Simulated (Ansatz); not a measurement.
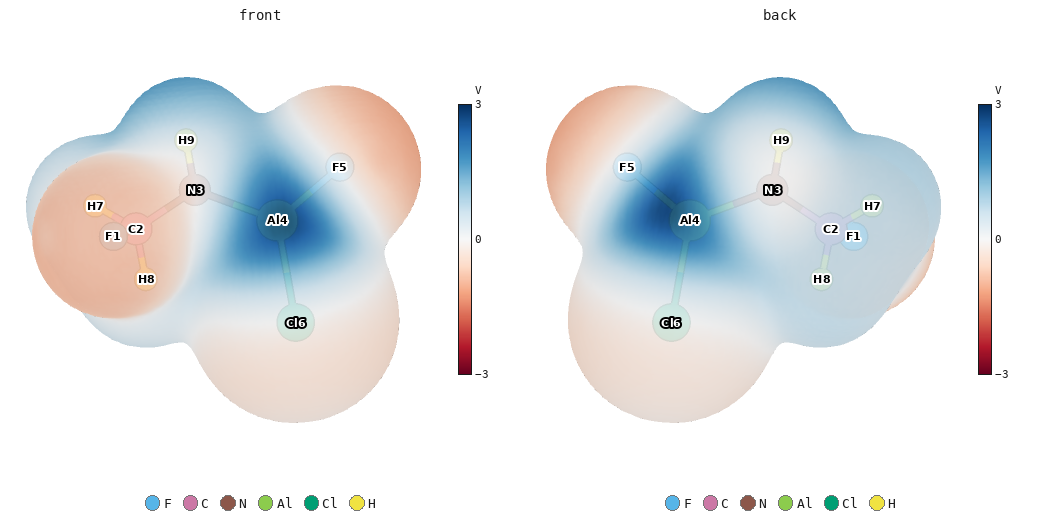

The picture shows: CH$_{3}$AlClF$_{2}$N (SMILES FC[NH][Al]([F])[Cl]). The molecular electrostatic potential painted on the density surface at 0.001 e/bohr³, seen from the front and from behind; the colour scale runs from red (negative) to blue (positive).

All numbers below come from RKS PBE0-D4/def2-SVP (Ansatz).

Input

```
crystal:
  periodic: [false, false, false]
  atoms:
    - { symbol: F, position_ang: [-0.607, -0.7758, 1.603] }
    - { symbol: C, position_ang: [-0.7339, -1.0225, 0.2369] }
    - { symbol: "N", position_ang: [0.4597, -0.6046, -0.4614] }
    - { symbol: Al, position_ang: [0.47745, -1.06113, -2.35606] }
    - { symbol: F, position_ang: [0.47245, 0.12559, -3.61491] }
    - { symbol: Cl, position_ang: [0.3442, -3.26599, -2.85496] }
    - { symbol: H, position_ang: [-1.5901, -0.5158, -0.2029] }
    - { symbol: H, position_ang: [-0.8235, -2.098, 0.1087] }
    - { symbol: H, position_ang: [0.44766, 0.49182, -0.47616] }
basis:
  gaussian: { orbitals: def2-SVP }
hamiltonian:
  xc: pbe0
  dispersion: d4
relax:
  f_tol: 0.015
  max_steps: 40
output:
  orbitals: {}
```

Command:

```sh
ansatz run input.yaml --threads 2 --pin off --max-ram 3072MiB --backend cpu --events-out ev --progress --plain --runs-dir out
```

The fields are those of the relaxed geometry.

Describe the electrostatic potential map.

Answer. The most negative region (about −1.1 V) lies over F5, the most positive (about +2.7 V) over Al4.
